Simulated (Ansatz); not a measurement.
## C₂H₇InS: a failed or faulty run and its cure

System: C₂H₇InS, SMILES C[CH2][InH][SH].
Method of run A: RKS SVWN5/def2-SVP (Ansatz 0.2.0).

The geometry comes from this level: PBE0-D4/def2-TZVP. Text and figures count atoms from 1; the logs count them from 0 in places.

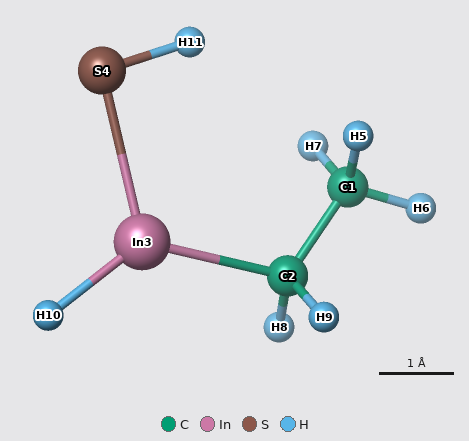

Fig. 1: The input geometry (ball-and-stick view, seen at a tilt; atoms are numbered from 1 in the order of the input). Sticks mark near contacts.

### The input, run A
```yaml
crystal:
  periodic: [false, false, false]
  atoms:
    - {symbol: C, position_ang: [-1.101162, 0.724639, 0.372824]}
    - {symbol: C, position_ang: [0.313028, 0.486356, 0.877910]}
    - {symbol: In, position_ang: [1.481109, -0.858491, -0.339393]}
    - {symbol: S, position_ang: [0.337071, -1.753024, -2.251806]}
    - {symbol: H, position_ang: [-1.678210, -0.202643, 0.325921]}
    - {symbol: H, position_ang: [-1.649215, 1.412227, 1.025160]}
    - {symbol: H, position_ang: [-1.107358, 1.159187, -0.630240]}
    - {symbol: H, position_ang: [0.874369, 1.423269, 0.940709]}
    - {symbol: H, position_ang: [0.307167, 0.070482, 1.889830]}
    - {symbol: H, position_ang: [3.098135, -1.417363, -0.195818]}
    - {symbol: H, position_ang: [-0.809533, -1.101740, -1.994497]}
basis:
  gaussian: {orbitals: def2-SVP}
hamiltonian: {xc: {name: SVWN5}}
outputs: {forces: true}
output: {forces: true}
```

Command:
```bash
ansatz run in.yaml --threads 4 --pin off --events-out ev --progress --plain --max-ram 10444MiB
```

Hardware: 4 threads of AMD EPYC, 23 GiB of memory available, shared host.

### Output (run A)
```
Error: YAML parse error: error: line 18 column 1: unknown field `outputs`, expected one of crystal, accuracy, basis, kpoints, hamiltonian, magnetization, projection, total_charge, correlation, batch, efield, external_charges, scf, relax, neb, saddle, md, ramp, phonons, dielectric, real_time, elastic, magnetic_configurations, gw, evaluate, workflow, output, checkpoint, execution
  --> <input>:18:1
   |
16 |   gaussian: {orbitals: def2-SVP}
17 | hamiltonian: {xc: {name: SVWN5}}
18 | outputs: {forces: true}
   | ^ unknown field `outputs`, expected one of crystal, accuracy, basis, kpoints, hamiltonian, magnetization, projection, total_charge, correlation, batch, efield, external_charges, scf, relax, neb, saddle, md, ramp, phonons, dielectric, real_time, elastic, magnetic_configurations, gw, evaluate, workflow, output, checkpoint, execution
19 | output: {forces: true}
   |
```

**What should be changed in this input?**

The input was spoiled on purpose: key. The program refused the input: “YAML parse error: error: line 18 column 1: unknown field `outputs`, expected one of crystal, accuracy, basis, kpoints, hamiltonian, magnetization, projection, total_charge, correlation, batch, efield, external_charges, scf, relax, neb, saddle, md, ramp, phonons, dielectric, real_time, elastic, magnetic_configurations, …”

A run of the same system that converges differs from this input as follows (lines with − go, lines with + come):
```diff
-hamiltonian: {xc: {name: SVWN5}}
-outputs: {forces: true}
-output: {forces: true}
+correlation: {method: ccsd_t}
```

### Output (run B)
```
Functional definition: HF
  exchange = exact_x
  correlation = 0
1153 factors; integrals over basis functions are off by at most 1.5e-3 eV
mean field evaluation 1: about -18130.4701 eV, gradient 2.8e1 eV
mean field evaluation 2: about -18130.4838 eV, gradient 2.8e1 eV
mean field evaluation 4: about -18133.0461 eV, gradient 2.9e0 eV
mean field evaluation 8: about -18133.0844 eV, gradient 1.8e-4 eV
mean field evaluation 16: about -18133.0704 eV, gradient 1.8e-1 eV
mean field -18133.08444652 eV, -666.3785623636 hartree, gradient 3.5e-6 eV, S^2 0.000000; 0 other end points of the search recorded, 0 dependent functions left out
11 core orbitals not correlated: weight in the atoms' cores, before any rotation towards them, 1.000 or more for the frozen orbitals, at most 0.000 for the correlated occupied ones
reference -18133.08444652 eV, -666.3785623636 hartree; 17, 17 occupied and 79, 79 virtual orbitals, 1153 factors
second order -14.00822428 eV of doubles, -0.00000000 eV of singles
cycle   1  -15.05066269 eV  change    -1.0e0 eV  update   8.9e-2
cycle   2  -15.49944992 eV  change   -4.5e-1 eV  update   2.8e-2
cycle   3  -15.56702268 eV  change   -6.8e-2 eV  update   1.2e-2
cycle   4  -15.56489060 eV  change    2.1e-3 eV  update   3.7e-3
cycle   5  -15.56377507 eV  change    1.1e-3 eV  update   1.6e-3
cycle   6  -15.56343043 eV  change    3.4e-4 eV  update   5.6e-4
cycle   7  -15.56336160 eV  change    6.9e-5 eV  update   1.8e-4
cycle   8  -15.56338902 eV  change   -2.7e-5 eV  update   6.3e-5
cycle   9  -15.56338468 eV  change    4.3e-6 eV  update   1.9e-5
perturbative correction -0.47503925 eV, -0.0174573704 hartree
Total energy: -18149.12287045 eV, -666.9679635719 hartree
```

### The two runs side by side

| quantity | run A | run B |
| --- | --- | --- |
| outcome | refused | converged |
| total energy (hartree) | – | −666.967964 |
